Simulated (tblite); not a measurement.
**Run report: C8H10N2, geometry relaxation (part 4 of 4)**

The same run, continued: C8H10N2; GFN2-xTB geometry optimisation, gas phase (tblite 0.8.0). 

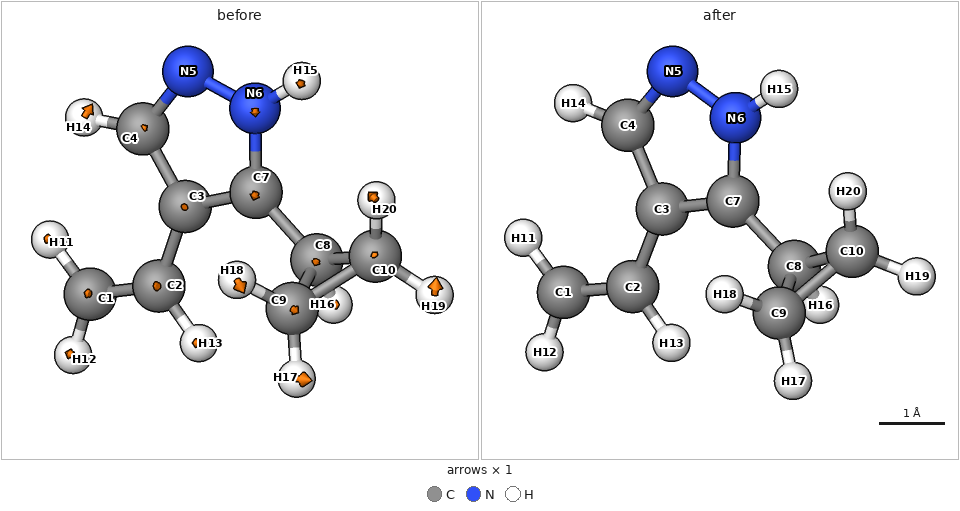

**Figure 1.** Before (left) and after (right) the relaxation, at one scale (ball-and-stick view, seen at a tilt). The orange arrows give the displacements, at true length. The largest moves after the best rigid fit, 0.31 Å, are those of H17 and H19. Largest moves by element: H 0.31 Å, C 0.15 Å, N 0.15 Å. Among the contacts that change: C9–C10 1.535 → 1.495 Å, N6–H15 1.046 → 1.007 Å, C8–H16 1.119 → 1.085 Å, C4–H14 1.105 → 1.071 Å. Among the angles that change: N5–N6–H15 129.0° → 119.6°, N5–C4–H14 127.6° → 120.1°, C3–C7–C8 122.8° → 129.8°. Over 54 geometry steps the energy falls by 59.3 kJ/mol. Largest force component: 1.9 eV/Å at the start, 0.007 eV/Å at the end. (Atoms are counted from 1 in the order of the input.)

This output came from the following input.

## Input
```
{"job": {"kind": "relax", "xc": "GFN2-xTB", "basis": "xTB"}, "charge": 0, "multiplicity": 1}
C      2.996800    -1.143200    -0.159200
C      1.677800    -0.966600    -0.046000
C      1.059500     0.288700     0.292000
C      1.719300     1.484000     0.503500
N      0.785500     2.404600     0.788700
N     -0.427400     1.874500     0.736900
C     -0.308500     0.560400     0.432000
C     -1.339200    -0.463600     0.275800
C     -1.856700    -0.587900    -1.161900
C     -2.776500    -0.166500    -0.008000
H      3.662300    -0.312300    -0.016900
H      3.421900    -2.108700    -0.402000
H      1.032600    -1.845200    -0.181700
H      2.815400     1.622400     0.472200
H     -1.353800     2.332000     0.902100
H     -1.078600    -1.460700     0.712700
H     -1.937800    -1.613300    -1.543500
H     -1.472200     0.199300    -1.836300
H     -3.476900    -0.954700     0.339000
H     -3.148600     0.867500    -0.102300
```

The first line tells a small driver script what to run in tblite; the rest is the geometry in Å.

Run as:
```bash
OMP_NUM_THREADS=1 python <driver script> task.json out
```

## Summary

| quantity | value |
| --- | --- |
| outcome | converged |
| total energy | −762.2092 eV |
| hardware | 1 CPU thread, shared host |
| peak memory | 0.24 GiB |
